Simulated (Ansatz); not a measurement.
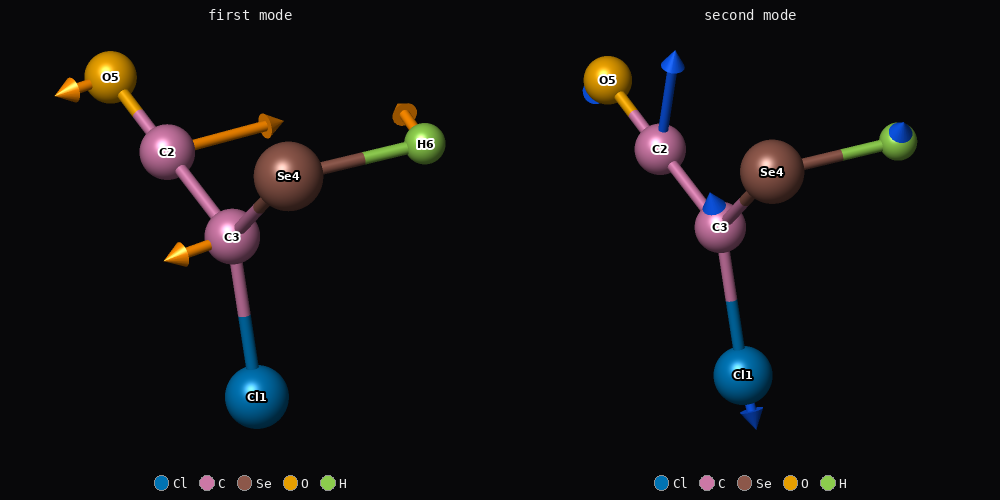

The system is C2HClOSe; the picture shows the reference structure; its two panels give the patterns of the first and the second mode as arrows. The first coordinate is: normal mode 6 (582 cm⁻¹); the second: normal mode 7 (634 cm⁻¹). Nothing is relaxed (straight displacements along the two mass-weighted modes). Grid: 11 × 11 points. Points are written as (first, second). Energies are in kJ/mol, from the relaxed molecule at the same level. Theory: RKS BHLYP-D4/def2-SVP in Ansatz.

Its coordinates:

```csv
atom,x (Å),y (Å),z (Å)
Cl,1.5152,-0.6438,-1.3475
C,-0.0446,-0.9602,0.7600
C,0.4076,-0.0954,-0.1249
Se,-0.1517,1.6941,0.0542
O,-0.4449,-1.6975,1.5419
H,-1.2395,1.6390,-0.9298
```

Range: normal mode 6 (582 cm⁻¹) from −0.982 to 0.982 amu½·Å; normal mode 7 (634 cm⁻¹) from −0.90 to 0.90 amu½·Å.

Question: Predict the map.

Answer: The lowest grid point is at (0.000 amu½·Å, 0.00 amu½·Å), 0 kJ/mol from the relaxed molecule at the same level. It is the only kind of minimum in the scanned range. The highest grid point, (0.982 amu½·Å, −0.90 amu½·Å), lies 135 kJ/mol above the lowest.

```
normal mode 7 (634 cm⁻¹) ↓, normal mode 6 (582 cm⁻¹) →  −0.982  −0.785  −0.589  −0.393  −0.196  0.000  0.196  0.393  0.589  0.785  0.982
                                                  0.90     130     104      84      71      63     60     63     71     86    107    135
                                                  0.72     107      81      61      48      40     38     41     49     63     83    110
                                                  0.54      88      63      44      31      23     21     24     31     45     65     91
                                                  0.36      75      50      32      19      12      9     12     19     32     51     77
                                                  0.18      67      43      24      12       5      2      5     12     25     43     69
                                                  0.00      64      40      22       9       2      0      2     10     22     41     66
                                                 −0.18      67      42      24      12       5      2      5     12     24     43     68
                                                 −0.36      74      50      31      19      12     10     12     19     32     50     76
                                                 −0.54      88      63      44      32      24     22     24     32     45     64     89
                                                 −0.72     107      81      63      50      42     40     43     50     64     83    109
                                                 −0.90     132     107      87      74      67     64     67     75     89    109    135
```

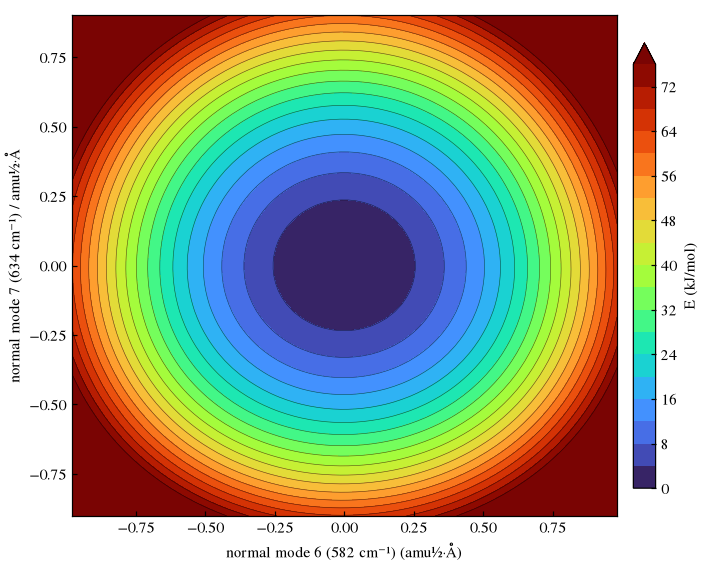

The picture shows filled contours, one colour for all values above the top of the scale. Between grid points the surface is interpolated.

Each point was launched as `ansatz run input.yaml --threads 1 --pin off --max-ram 2560MiB --backend cpu --events-out ev --progress --plain --runs-dir out`. Time for the 121 points that were run: 14 min on 1 thread of Arm Neoverse V1 (shared host).
